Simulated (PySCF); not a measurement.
## Electronic structure of C$_{5}$H$_{16}$BNSi in real space

The calculation's input:

```
{"job": {"kind": "nmr", "xc": "PBE0", "basis": "pcSseg-1"}, "charge": 0, "multiplicity": 1}
B     -0.856020     0.865214     1.432963
N     -0.874969     0.000761     0.039050
C     -1.399932     0.830792    -1.027524
C     -1.579426    -1.281681     0.251034
C     -0.238168    -2.007958     0.318766
C      0.367251    -0.746650    -0.314453
C      1.696296    -0.239166     0.196783
Si     2.373919     1.275638    -0.736836
H     -1.999704     1.151866     1.628060
H     -0.429052     0.153575     2.290418
H     -0.174624     1.825677     1.247798
H     -0.730564     1.673310    -1.186400
H     -2.376103     1.213034    -0.736460
H     -1.494274     0.264661    -1.960286
H     -2.177759    -1.565791    -0.618297
H     -2.195903    -1.285347     1.146251
H      0.103017    -2.161885     1.339090
H     -0.147747    -2.932968    -0.245704
H      0.410612    -0.856371    -1.406156
H      2.407843    -1.063876     0.101649
H      1.605566    -0.016844     1.257623
H      1.644161     2.502744    -0.442371
H      2.266260     0.994586    -2.177443
H      3.787586     1.426443    -0.390000
```

Command:

```sh
OMP_NUM_THREADS=1 python probes_run.py task.json out
```

Geometry: GFN2-xTB.

Computed with PBE0/pcSseg-1, SCF density, gas phase, non-relativistic (PySCF 2.14.0).

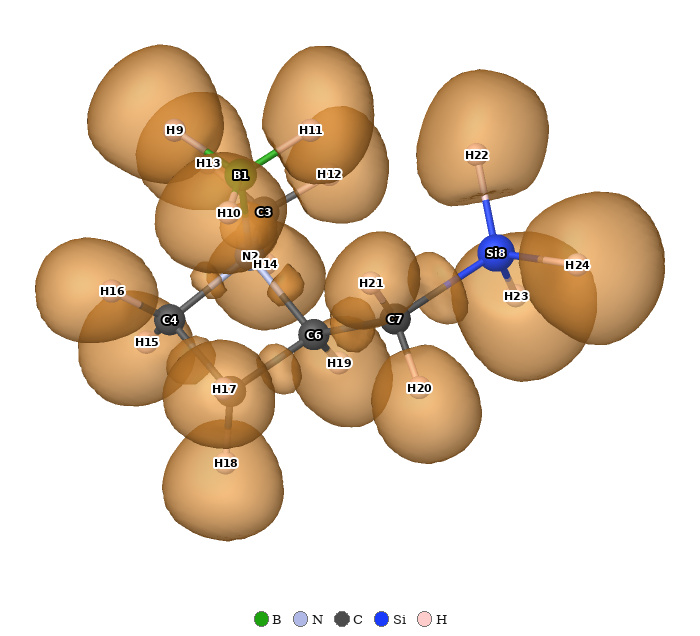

Figure 1. Isosurface of the electron localisation function at 0.85 (orange), seen at a tilt. Only the valence region is drawn (cores and ρ < 0.01 e/Å³ removed).

Question: What do the ELF domains correspond to?

Answer: The surface consists of one region between bonded B–N atoms (shared pairs), three regions between bonded C–C atoms (shared pairs), three regions between bonded C–N atoms (shared pairs), one region between bonded C–Si atoms (shared pairs) and 16 regions around hydrogen nuclei. Along the contacts the grid gives the following. C–N (1.45 Å): the ELF peaks at about 0.95 between the atoms: a shared electron pair. C–C (1.51 Å): the ELF peaks at about 0.95 between the atoms: localised, covalent bonding.

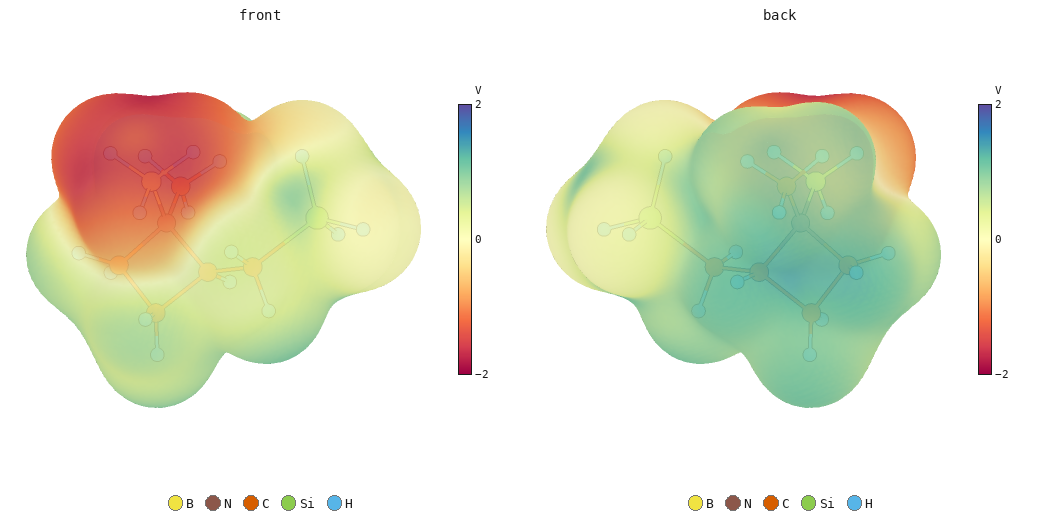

Figure 2. The molecular electrostatic potential painted on the density surface at 0.002 e/bohr³, seen from the front and from behind; red is negative and blue positive.

Question: Where is the surface potential most negative and most positive?

Answer: The most negative region (about −1.7 V) lies over H11, the most positive (about +1.3 V) over the C and H atoms.

Question: What dipole moment does the calculation give?

Answer: Its dipole moment is 4.86 D.

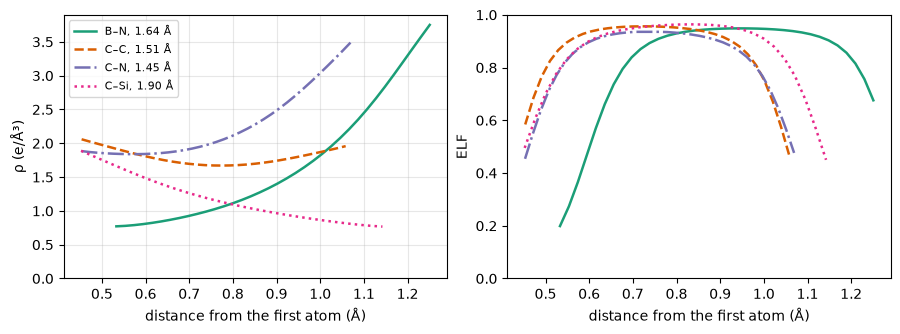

Figure 3. Total electron density and electron localisation function along straight lines between neighbouring atoms. The curves leave out the atomic cores.

Question: What kind of bonding do the profiles show?

Answer: B–N (1.64 Å): ρ is about 1.2 e/Å³ halfway; the ELF peaks at about 0.95 between the atoms: a polar covalent bond.
C–C (1.51 Å): ρ at the midpoint is about 1.7 e/Å³; the ELF peaks at about 0.95 between the atoms; a covalent bond.
C–N (1.45 Å): ρ is about 1.9 e/Å³ halfway; the ELF peaks at about 0.95 between the atoms (localised, covalent bonding).
C–Si (1.90 Å): ρ is about 0.91 e/Å³ halfway; the ELF peaks at about 0.95 between the atoms, as expected for localised, covalent bonding.
